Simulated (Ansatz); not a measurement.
```csv
atom,x (Å),y (Å),z (Å)
C,0.6996,-1.0058,1.0225
C,0.5909,-1.2489,2.2281
Ge,0.8583,-0.6461,-0.7731
H,0.4949,-1.4641,3.2907
H,2.2123,-0.9065,-1.4535
H,-0.3703,-0.1010,-1.5200
```

Geometry: BLYP-D3(BJ)/def2-SVP.

These are results of isolated molecule in a Gaussian basis; Kohn-Sham density functional theory, functional PBE0 in Ansatz 0.2.0, not measurements.

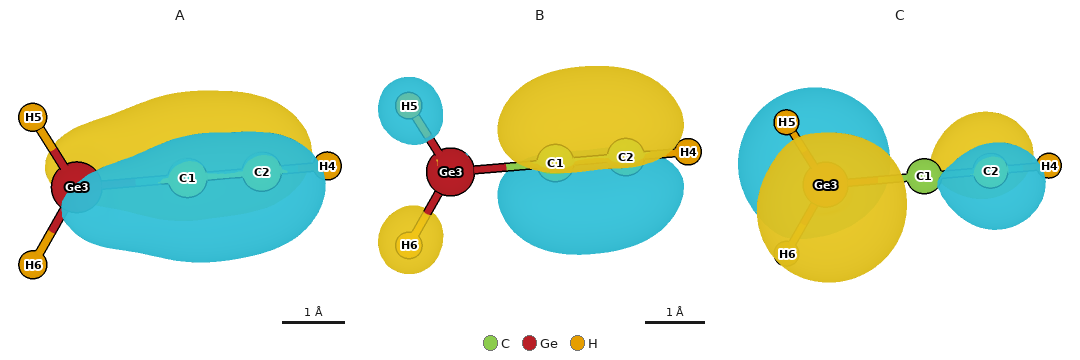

C2H3Ge (SMILES C#[C][GeH2+]) (charge +1). Three frontier orbitals at ±0.1 Å⁻³ᐟ² (yellow and cyan are the two phases), in no order.

Which picture is the HOMO−1, the HOMO and the LUMO?

A is the HOMO−1 (−14.45 eV). Its weight (Hirshfeld) is mainly on C1 (about 45 %), C2 (about 35 %) and Ge3 (about 15 %); it changes sign across the molecular plane (π type); π-bonding across C1–C2. B is the HOMO (−14.07 eV). It lies mainly on C2 (about 45 %), C1 (about 45 %) and Ge3 (about 5 %); it is symmetric in the molecular plane (an in-plane orbital: σ, lone-pair or in-plane π type). C is the LUMO (−9.35 eV). Its weight (Hirshfeld) is mainly on Ge3 (about 70 %), C2 (about 15 %) and C1 (about 10 %); it changes sign across the molecular plane (π type); π-bonding across C1–C2.

What is the HOMO–LUMO gap?

4.72 eV between the orbital energies.
